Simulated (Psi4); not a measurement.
# C2H4Si (ethynylsilane): CCSD/6-31+G(d,p) (spherical functions, sweep point 5)

Aim: the vertical singlet–triplet gap of C2H4Si (ethynylsilane) at CCSD/6-31+G** (spherical functions, sweep point 5), from 2 runs. 

The results are computed with Psi4 1.11.

## 1. Starting point

C2H4Si: 7 atoms, total charge 0, spin state singlet. SMILES: `C#C[SiH3]`. The coordinates come from a PBE0-D4/def2-TZVP relaxation.

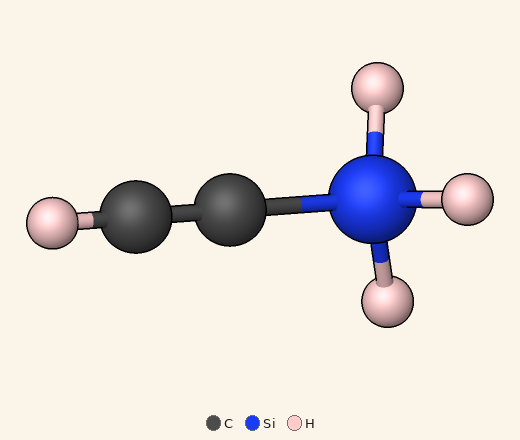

The structure, seen from a chosen angle (carbon dark grey, silicon blue, hydrogen pink).

## 2. A single-point energy at CCSD/6-31+G(d,p) (spherical functions, sweep point 5)

Input file job.in:

```
memory 1600 mb

molecule system {
  C     -0.580700    -1.871400     0.172200
  C     -0.218500    -0.726500     0.062400
  Si     0.329800     1.004300    -0.103800
  H     -0.901000    -2.883500     0.269300
  H     -0.094500     1.528300    -1.425000
  H     -0.281700     1.818100     0.974900
  H      1.807900     1.062900     0.004400
  symmetry c1
}

set basis 6-31+G**
set puream true
set scf_type pk
set num_frozen_docc 7

e_tot, wfn = energy("ccsd", return_wfn=True)
print_variables()
```

Launch:

```
$ psi4 -n 1 job.in job.out
```

job.out:

```text
[...]
  Running in c1 symmetry.
[...]
  Nuclear repulsion =   83.047890735857266
[...]
  Multiplicity = 1
[...]
  Nalpha       = 15
  Nbeta        = 15
[...]
    Number of basis functions: 78
[...]
   @RHF iter   1:  -366.84681941229996   -1.01223e+00   4.17595e-03 DIIS/ADIIS
[...]
   @RHF iter  10:  -366.92566731727112   -2.50111e-12   2.70152e-09 DIIS
[...]
    Orbital Energies [Eh]
    ---------------------
    Doubly Occupied:
       1A    -68.781489     2A    -11.253485     3A    -11.228721
       4A     -6.141674     5A     -4.247693     6A     -4.247329
       7A     -4.247329     8A     -1.030295     9A     -0.783752
      10A     -0.714684    11A     -0.558674    12A     -0.500775
      13A     -0.500753    14A     -0.403393    15A     -0.403391
[...]
  @RHF Final Energy:  -366.92566731727112
   => Energetics <=
    Nuclear Repulsion Energy =             83.0478907358572656
    One-Electron Energy =                -669.8602409291236199
    Two-Electron Energy =                 219.8866828759952909
    Total Energy =                       -366.9256673172711203
[...]
 Multipole Moments:
 ------------------------------------------------------------------------------------
     Multipole            Electronic (a.u.)      Nuclear  (a.u.)        Total (a.u.)
 ------------------------------------------------------------------------------------
 L = 1.  Multiply by 2.5417464519 to convert [e a0] to [Debye]
 Dipole X            :         -0.5456478            0.4931733           -0.0524744
 Dipole Y            :         -1.7224563            1.5559807           -0.1664756
 Dipole Z            :          0.1657270           -0.1496803            0.0160467
 Magnitude           :                                                    0.1752860
[...]
      * MP2 total energy                      = -367.273829777165361
[...]
      * CCSD total energy                     = -367.305794582499857
[...]
```

It took 6.3 s on 1 thread of Intel Xeon 6975P-C (Granite Rapids), shared host; peak memory 0.46 GiB.

## 3. The triplet, same level

Input file job.inp:

```
memory 1.6 GB

molecule m {
  0 3
  C     -0.580700    -1.871400     0.172200
  C     -0.218500    -0.726500     0.062400
  Si     0.329800     1.004300    -0.103800
  H     -0.901000    -2.883500     0.269300
  H     -0.094500     1.528300    -1.425000
  H     -0.281700     1.818100     0.974900
  H      1.807900     1.062900     0.004400
  units angstrom
  symmetry c1
}

set globals {
  basis 6-31+G**
  reference uhf
  puream true
  scf_type pk
  num_frozen_docc 7
  maxiter 150
}

e_tot, wfn = energy("ccsd", return_wfn=True)
print_variables()
```

Launch:

```
$ psi4 -i job.inp -o job.out -n 1
```

job.out:

```text
[...]
  Running in c1 symmetry.
[...]
  Nuclear repulsion =   83.047890735857266
[...]
  Multiplicity = 3
[...]
  Nalpha       = 16
  Nbeta        = 14
[...]
    Number of basis functions: 78
[...]
   @UHF iter   1:  -366.46118142071816   -6.26595e-01   6.26797e-03 DIIS/ADIIS
[...]
   @UHF iter  20:  -366.76062654016141   -5.96856e-12   7.08117e-09 DIIS
[...]
   @S^2 Observed:                2.016729808E+00
[...]
    Orbital Energies [Eh]
    ---------------------
    Alpha Occupied:
       1A    -68.775952     2A    -11.267264     3A    -11.252014
       4A     -6.134293     5A     -4.240598     6A     -4.240252
       7A     -4.239837     8A     -1.109424     9A     -0.808852
      10A     -0.725889    11A     -0.579077    12A     -0.575937
      13A     -0.501930    14A     -0.485878    15A     -0.437554
      16A     -0.222493
    Alpha Virtual:
      17A      0.050386    18A      0.074313    19A      0.085020
      20A      0.085140    21A      0.088090    22A      0.107893
      23A      0.135552    24A      0.151916    25A      0.176565
[...]
  @UHF Final Energy:  -366.76062654016141
   => Energetics <=
    Nuclear Repulsion Energy =             83.0478907358572656
    One-Electron Energy =                -669.5172934574397914
    Two-Electron Energy =                 219.7087761814211433
    Total Energy =                       -366.7606265401614110
  UHF NO Occupations:
  HONO-2 :   14  A 1.9955501
  HONO-1 :   15  A 1.0000000
[...]
 Multipole Moments:
 ------------------------------------------------------------------------------------
     Multipole            Electronic (a.u.)      Nuclear  (a.u.)        Total (a.u.)
 ------------------------------------------------------------------------------------
 L = 1.  Multiply by 2.5417464519 to convert [e a0] to [Debye]
 Dipole X            :         -0.5892139            0.4931733           -0.0960406
 Dipole Y            :         -1.8406272            1.5559807           -0.2846465
 Dipole Z            :          0.1898967           -0.1496803            0.0402163
 Magnitude           :                                                    0.3030921
[...]
      * MP2 total energy                      = -367.055217562264261
[...]
      * CCSD total energy                     = -367.104679711586698
[...]
```

It took 19 s on 1 thread of Intel Xeon 6975P-C (Granite Rapids), shared host; peak memory 0.48 GiB.

## 4. What came out

Level: CCSD/6-31+G** (spherical functions, sweep point 5), 7 core orbitals frozen.

| quantity | value |
| --- | --- |
| singlet: total energy | -367.30579 Eh |
| singlet: HOMO energy (Hartree–Fock orbitals) | -10.98 eV |
| singlet: LUMO energy (Hartree–Fock orbitals) | 1.41 eV |
| singlet: HOMO–LUMO gap (Hartree–Fock orbitals) | 12.39 eV |
| singlet: correlation energy (7 core orbitals frozen) | -380.1 mEh |
| singlet: T1 diagnostic | 0.013 |
| triplet: total energy | -367.10468 Eh |
| triplet: HOMO energy (Hartree–Fock orbitals) (highest over α and β) | -6.05 eV |
| triplet: LUMO energy (Hartree–Fock orbitals) (lowest over α and β) | 0.04 eV |
| triplet: correlation energy (7 core orbitals frozen) | -344.1 mEh |
| triplet: ⟨S²⟩ of the reference determinant | 2.017 |
| triplet: T1 diagnostic | 0.022 |
| vertical energy of the triplet above the singlet | 5.473 eV |

In words: At this shape the triplet lies 5.47 eV (528 kJ/mol) above the singlet.
